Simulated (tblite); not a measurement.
**C3H11GeOP: geometry relaxation (part 1 of 3)**

- system: C3H11GeOP, SMILES COC[CH2][GeH2][PH2]
- method: GFN2-xTB geometry optimisation, gas phase (tblite 0.8.0)

It belongs to a series of runs on one base structure; here: H on C replaced by CH2OCH3.

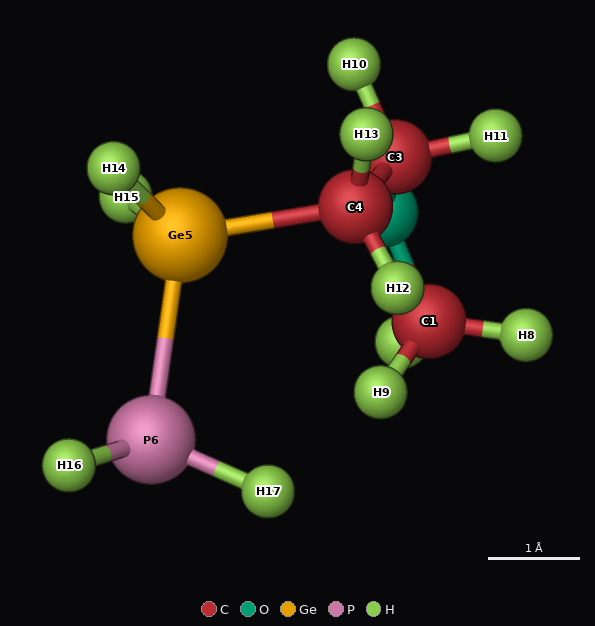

**Figure 1.** The starting structure (ball-and-stick view, seen at a tilt; atoms are numbered from 1 in the order of the input). Sticks mark near contacts. Bond lengths as drawn: C–C 1.46 Å, C–Ge 1.96 Å, C–H 1.08 to 1.14 Å, C–O 1.32 to 1.34 Å, Ge–H 1.54 Å, Ge–P 2.30 Å and H–P 1.44 Å.

## Key numbers

```json
{"quantity": "outcome", "value": "converged"}
{"quantity": "total energy", "value": "−558.6394 eV"}
{"quantity": "hardware", "value": "1 CPU thread, shared host"}
{"quantity": "wall time", "value": "0.88 s"}
{"quantity": "peak memory", "value": "0.18 GiB"}
```

## The input
```
{"job": {"kind": "relax", "xc": "GFN2-xTB", "basis": "xTB"}, "charge": 0, "multiplicity": 1}
C     -2.138000    -0.883600    -0.007900
O     -1.778800     0.352800     0.365600
C     -0.999400     1.160200    -0.337700
C      0.357100     0.840600    -0.765700
Ge     1.483800     0.512700     0.803900
P      2.203400    -1.663000     0.676200
H     -2.787400    -1.296100     0.822800
H     -2.713200    -1.022400    -0.911200
H     -1.228100    -1.549200     0.002700
H     -0.957900     2.145300     0.191400
H     -1.576100     1.417500    -1.290000
H      0.524100     0.027600    -1.458400
H      0.792600     1.762200    -1.218400
H      2.714600     1.437700     0.839700
H      0.681600     0.693600     2.109900
H      3.637100    -1.756500     0.773100
H      1.777600    -2.167200    -0.605700
```

The first line tells a small driver script what to run in tblite; the rest is the geometry in Å.

Launch command:
```bash
OMP_NUM_THREADS=1 python <driver script> task.json out
```

## What the program printed
```
step      E/eV     max force
  0    -557.20694    4.570
  1    -557.76941    1.531
  2    -557.94487    1.356
  3    -558.15835    1.100
  4    -558.28546    1.186
  5    -558.36038    0.613
  6    -558.39414    0.443
  7    -558.41037    0.396
  8    -558.42724    0.487
  9    -558.44528    0.397
 10    -558.46582    0.442
 11    -558.48384    0.336
 12    -558.49797    0.326
 13    -558.51131    0.290
 14    -558.52360    0.258
 15    -558.53258    0.229
 16    -558.53733    0.124
 17    -558.53955    0.116
 18    -558.54126    0.109
 19    -558.54333    0.125
 20    -558.54525    0.112
 21    -558.54661    0.088
 22    -558.54751    0.063
 23    -558.54823    0.090
 24    -558.54889    0.090
 25    -558.54949    0.059
 26    -558.55009    0.065
 27    -558.55080    0.074
 28    -558.55180    0.127
 29    -558.55311    0.152
 30    -558.55453    0.121
 31    -558.55588    0.092
 32    -558.55713    0.082
 33    -558.55838    0.114
 34    -558.55964    0.128
 35    -558.56078    0.089
 36    -558.56185    0.082
 37    -558.56306    0.087
 38    -558.56448    0.108
 39    -558.56586    0.105
 40    -558.56692    0.067
 41    -558.56767    0.063
 42    -558.56833    0.058
 43    -558.56911    0.079
 44    -558.57015    0.083
 45    -558.57161    0.107
 46    -558.57365    0.122
 47    -558.57619    0.149
 48    -558.57878    0.146
 49    -558.58117    0.109
 50    -558.58324    0.117
 51    -558.58290    0.279
 52    -558.58664    0.114
 53    -558.58830    0.095
 54    -558.59228    0.108
 55    -558.59399    0.134
 56    -558.59679    0.124
 57    -558.59976    0.104
 58    -558.60210    0.102
 59    -558.60370    0.111
 60    -558.60514    0.106
 61    -558.60628    0.117
 62    -558.60788    0.103
 63    -558.60987    0.113
 64    -558.61151    0.106
 65    -558.61289    0.081
 66    -558.61393    0.073
 67    -558.61468    0.067
 68    -558.61541    0.054
 69    -558.61611    0.069
 70    -558.61672    0.068
 71    -558.61738    0.069
 72    -558.61829    0.088
 73    -558.61954    0.090
 74    -558.62093    0.093
 75    -558.62196    0.060
 76    -558.62256    0.053
 77    -558.62296    0.050
 78    -558.62346    0.048
 79    -558.62389    0.042
 80    -558.62429    0.046
 81    -558.62469    0.045
 82    -558.62517    0.057
 83    -558.62576    0.070
 84    -558.62651    0.077
 85    -558.62747    0.076
 86    -558.62861    0.082
 87    -558.62978    0.082
 88    -558.63080    0.065
 89    -558.63157    0.058
 90    -558.63211    0.056
 91    -558.63244    0.071
 92    -558.63282    0.048
 93    -558.63316    0.045
 94    -558.63380    0.045
 95    -558.63415    0.051
 96    -558.63474    0.044
 97    -558.63528    0.052
 98    -558.63583    0.052
 99    -558.63638    0.054
100    -558.63687    0.054
101    -558.63727    0.046
102    -558.63760    0.043
103    -558.63794    0.058
104    -558.63822    0.056
105    -558.63839    0.036
106    -558.63849    0.024
107    -558.63860    0.032
108    -558.63874    0.033
109    -558.63888    0.034
110    -558.63896    0.019
111    -558.63900    0.015
112    -558.63903    0.015
113    -558.63906    0.016
114    -558.63909    0.014
115    -558.63913    0.012
116    -558.63916    0.014
117    -558.63919    0.018
118    -558.63924    0.020
119    -558.63929    0.016
120    -558.63933    0.012
121    -558.63935    0.011
122    -558.63937    0.009
```

## Trajectory as extended XYZ (Å, eV, eV/Å), 29 of the 123 frames kept, from step=0 to step=122
```
17
Properties=species:S:1:pos:R:3:forces:R:3 step=0 energy=-557.20694
C    -2.1380   -0.8836   -0.0079    0.2540  -3.1010   0.9610
O    -1.7788    0.3528    0.3656   -1.0260   0.6240   3.4270
C    -0.9994    1.1602   -0.3377   -1.4230   3.0160  -3.1240
C     0.3571    0.8406   -0.7657    2.4320   0.4780  -0.0630
Ge    1.4838    0.5127    0.8039    0.8610  -0.3650   0.4440
P     2.2034   -1.6630    0.6762   -0.3100  -1.3690   0.9110
H    -2.7874   -1.2961    0.8228    0.5230   0.4900  -0.6450
H    -2.7132   -1.0224   -0.9112    0.0280   0.3600  -0.7090
H    -1.2281   -1.5492    0.0027   -0.5580   0.0650  -0.4450
H    -0.9579    2.1453    0.1914   -0.0970  -0.6820   0.1210
H    -1.5761    1.4175   -1.2900    0.2060   0.0500   0.1040
H     0.5241    0.0276   -1.4584   -0.4980  -0.1790  -0.3070
H     0.7926    1.7622   -1.2184   -0.4030  -0.6070  -0.0610
H     2.7146    1.4377    0.8397   -0.3340   0.0370   0.1360
H     0.6816    0.6936    2.1099    0.3980  -0.0770  -0.4080
H     3.6371   -1.7565    0.7731   -0.9840   0.4340  -0.8550
H     1.7776   -2.1672   -0.6057    0.9320   0.8240   0.5140
17
Properties=species:S:1:pos:R:3:forces:R:3 step=4 energy=-558.28546
C    -2.1225   -0.9438    0.0364    0.1540   0.7340  -0.1240
O    -1.7837    0.3763    0.4809    0.4490  -0.2880  -1.0590
C    -1.0576    1.2344   -0.4161    0.3560  -0.5970   0.5820
C     0.4164    0.8589   -0.7531   -0.7290  -0.0760  -0.1450
Ge    1.5575    0.4476    0.8404   -0.2860  -0.4210  -0.3890
P     2.1476   -1.8096    0.7999   -0.1360  -0.1560   0.2340
H    -2.7802   -1.3039    0.8174   -0.0350  -0.2240   0.0980
H    -2.6710   -0.9746   -0.9270    0.2910   0.3070   0.3180
H    -1.2327   -1.5778   -0.0387   -0.0030   0.0170   0.0170
H    -0.9800    2.1331    0.1953   -0.2290   0.2730  -0.1890
H    -1.6138    1.4322   -1.3519    0.0320  -0.1790   0.3290
H     0.4742    0.0294   -1.4739   -0.1560   0.1880   0.1920
H     0.7986    1.7473   -1.2586    0.1440  -0.1130  -0.0260
H     2.6887    1.4476    0.8573    0.0750   0.0110   0.0810
H     0.7290    0.6857    2.0668    0.0880   0.0330   0.0970
H     3.5330   -1.7032    0.6686   -0.2440   0.1720  -0.1960
H     1.8896   -2.0676   -0.5536    0.2300   0.3200   0.1810
17
Properties=species:S:1:pos:R:3:forces:R:3 step=9 energy=-558.44528
C    -2.0943   -0.9230    0.0313    0.0800   0.1070  -0.0060
O    -1.7300    0.3630    0.4683    0.1100  -0.0040   0.3810
C    -1.0401    1.2262   -0.4008   -0.1240  -0.0090   0.1090
C     0.3874    0.8544   -0.7646    0.0920  -0.0750  -0.0090
Ge    1.5226    0.3941    0.8045    0.0750   0.0820   0.3010
P     2.1250   -1.8493    0.8430   -0.0590   0.0790   0.0230
H    -2.7547   -1.3132    0.8050    0.0070   0.0070  -0.0020
H    -2.6355   -0.9091   -0.9187    0.0330   0.1030  -0.1150
H    -1.2283   -1.5834   -0.0461    0.1610  -0.0940  -0.1070
H    -1.0234    2.1610    0.1618    0.0380   0.1100   0.0290
H    -1.6153    1.3982   -1.3130   -0.2130  -0.0750  -0.2940
H     0.4208    0.0298   -1.4731   -0.1490  -0.1070  -0.1050
H     0.8161    1.7186   -1.2648    0.0900   0.0480  -0.0900
H     2.6749    1.4170    0.8700   -0.1310  -0.2680  -0.0530
H     0.7579    0.6878    2.0708    0.0040  -0.0110  -0.0150
H     3.4773   -1.6593    0.6335    0.1020   0.1210   0.0990
H     1.9324   -2.0007   -0.5170   -0.1140  -0.0170  -0.1450
17
Properties=species:S:1:pos:R:3:forces:R:3 step=13 energy=-558.51131
C    -2.0504   -0.9023    0.0260    0.0320  -0.0570   0.1110
O    -1.6558    0.3522    0.5323    0.0520   0.0280  -0.1650
C    -1.0457    1.2320   -0.3833    0.0060   0.0380  -0.1720
C     0.3783    0.8390   -0.7777   -0.1010   0.0940   0.0410
Ge    1.4818    0.3728    0.8224   -0.1120  -0.0810  -0.0590
P     2.1118   -1.8398    0.8477    0.0410  -0.1230  -0.0950
H    -2.7212   -1.3121    0.7810   -0.0280  -0.0430  -0.0250
H    -2.5953   -0.8266   -0.9296    0.2170   0.0910   0.1690
H    -1.1973   -1.5912   -0.0739   -0.0530   0.1250  -0.1410
H    -1.0492    2.2011    0.1298    0.1040  -0.1270  -0.0220
H    -1.6493    1.3350   -1.3029   -0.0950  -0.0750   0.1230
H     0.3454    0.0068   -1.4899    0.0490   0.1060   0.1320
H     0.8438    1.6909   -1.2787   -0.0650  -0.1200  -0.0450
H     2.6448    1.3248    0.8647    0.2110   0.0900  -0.0540
H     0.7686    0.6915    2.0899   -0.1860   0.0380   0.1490
H     3.4639   -1.5988    0.6528   -0.0210   0.0670   0.0820
H     1.9187   -1.9632   -0.5205   -0.0490  -0.0500  -0.0290
17
Properties=species:S:1:pos:R:3:forces:R:3 step=17 energy=-558.53955
C    -2.0259   -0.8943    0.0375    0.0130   0.0320  -0.0290
O    -1.6181    0.3517    0.5475   -0.0370   0.0040   0.0520
C    -1.0508    1.2349   -0.3922    0.0100  -0.0440   0.0590
C     0.3652    0.8421   -0.7794    0.0390  -0.0170  -0.0170
Ge    1.4530    0.3606    0.8337   -0.0050   0.0490   0.0300
P     2.1089   -1.8532    0.8369   -0.0530  -0.0230   0.0000
H    -2.7111   -1.3188    0.7705    0.0550  -0.0140   0.0150
H    -2.5508   -0.7779   -0.9163   -0.0410   0.0260  -0.0370
H    -1.1838   -1.5810   -0.1067    0.0620   0.0000   0.0220
H    -1.0432    2.2028    0.1144   -0.0050   0.0120  -0.0230
H    -1.6852    1.3003   -1.2906   -0.0370   0.0360   0.0480
H     0.3227    0.0069   -1.4792    0.0860  -0.0740   0.0240
H     0.8479    1.6685   -1.2958   -0.0160   0.0540  -0.0490
H     2.6580    1.2923    0.8521   -0.0100  -0.0240  -0.0190
H     0.7444    0.6978    2.1154   -0.0530   0.0060  -0.0360
H     3.4568   -1.5620    0.6744   -0.0620   0.0150  -0.0120
H     1.9050   -1.9585   -0.5321    0.0540  -0.0370  -0.0260
17
Properties=species:S:1:pos:R:3:forces:R:3 step=22 energy=-558.54751
C    -2.0161   -0.8894    0.0359    0.0100  -0.0260   0.0190
O    -1.6153    0.3525    0.5588    0.0370   0.0080   0.0000
C    -1.0498    1.2297   -0.3855    0.0050   0.0510  -0.0350
C     0.3681    0.8413   -0.7831   -0.0070  -0.0030   0.0180
Ge    1.4453    0.3650    0.8403   -0.0240  -0.0160  -0.0560
P     2.0912   -1.8584    0.8307   -0.0310   0.0330  -0.0140
H    -2.6920   -1.3265    0.7698    0.0180  -0.0230  -0.0050
H    -2.5463   -0.7604   -0.9159    0.0060  -0.0290   0.0300
H    -1.1669   -1.5698   -0.1116    0.0050   0.0360  -0.0230
H    -1.0382    2.2044    0.1078    0.0230  -0.0010   0.0400
H    -1.7026    1.2995   -1.2711    0.0320  -0.0080  -0.0120
H     0.3450   -0.0104   -1.4663   -0.0080   0.0240   0.0070
H     0.8384    1.6711   -1.3120   -0.0380  -0.0470   0.0190
H     2.6613    1.2797    0.8444   -0.0080  -0.0030   0.0310
H     0.7184    0.7035    2.1122    0.0010   0.0160  -0.0420
H     3.4357   -1.5497    0.6792   -0.0310  -0.0160   0.0210
H     1.9167   -1.9701   -0.5433    0.0090   0.0060   0.0010
17
Properties=species:S:1:pos:R:3:forces:R:3 step=26 energy=-558.55009
C    -2.0088   -0.8886    0.0386    0.0190   0.0090  -0.0010
O    -1.6073    0.3537    0.5625   -0.0430   0.0000   0.0010
C    -1.0485    1.2338   -0.3847    0.0000  -0.0400   0.0340
C     0.3659    0.8398   -0.7823   -0.0020   0.0090  -0.0330
Ge    1.4396    0.3649    0.8337    0.0100   0.0240   0.0160
P     2.0760   -1.8545    0.8267   -0.0130  -0.0410  -0.0010
H    -2.6800   -1.3352    0.7704    0.0310  -0.0040   0.0270
H    -2.5442   -0.7604   -0.9095   -0.0080  -0.0050   0.0070
H    -1.1567   -1.5600   -0.1188    0.0340  -0.0180  -0.0160
H    -1.0317    2.2064    0.1140    0.0040  -0.0160  -0.0070
H    -1.7020    1.2988   -1.2690    0.0110   0.0280  -0.0040
H     0.3485   -0.0133   -1.4621   -0.0600  -0.0060  -0.0240
H     0.8299    1.6654   -1.3163    0.0390   0.0400  -0.0280
H     2.6586    1.2729    0.8493    0.0050   0.0080   0.0150
H     0.7101    0.7092    2.0995   -0.0100   0.0110  -0.0060
H     3.4205   -1.5487    0.6863    0.0010  -0.0150   0.0410
H     1.9232   -1.9720   -0.5482   -0.0200   0.0160  -0.0190
17
Properties=species:S:1:pos:R:3:forces:R:3 step=30 energy=-558.55453
C    -1.9887   -0.8906    0.0443   -0.0150  -0.0350  -0.0300
O    -1.6081    0.3568    0.5692    0.0410  -0.0310  -0.0660
C    -1.0456    1.2338   -0.3776    0.0020   0.0510  -0.0400
C     0.3640    0.8409   -0.7925   -0.0030  -0.0050  -0.0060
Ge    1.4314    0.3711    0.8229    0.0720  -0.0900   0.0380
P     2.0417   -1.8616    0.8162   -0.0060   0.0390  -0.0030
H    -2.6413   -1.3545    0.7828    0.0690  -0.0130   0.0180
H    -2.5438   -0.7656   -0.8933   -0.0060  -0.0080  -0.0030
H    -1.1252   -1.5451   -0.1388   -0.0250   0.0300   0.0390
H    -1.0166    2.2020    0.1259   -0.0250   0.0370   0.0020
H    -1.6948    1.3094   -1.2647   -0.0480   0.0210   0.0420
H     0.3300   -0.0178   -1.4644   -0.0060   0.0190  -0.0480
H     0.8254    1.6658   -1.3337   -0.0150  -0.0240  -0.0110
H     2.6580    1.2663    0.8658    0.0130   0.0140  -0.0200
H     0.6888    0.7260    2.0735   -0.0310   0.0110   0.0520
H     3.3910   -1.5565    0.7192   -0.0080  -0.0470   0.0330
H     1.9268   -1.9683   -0.5648   -0.0080   0.0310   0.0030
```
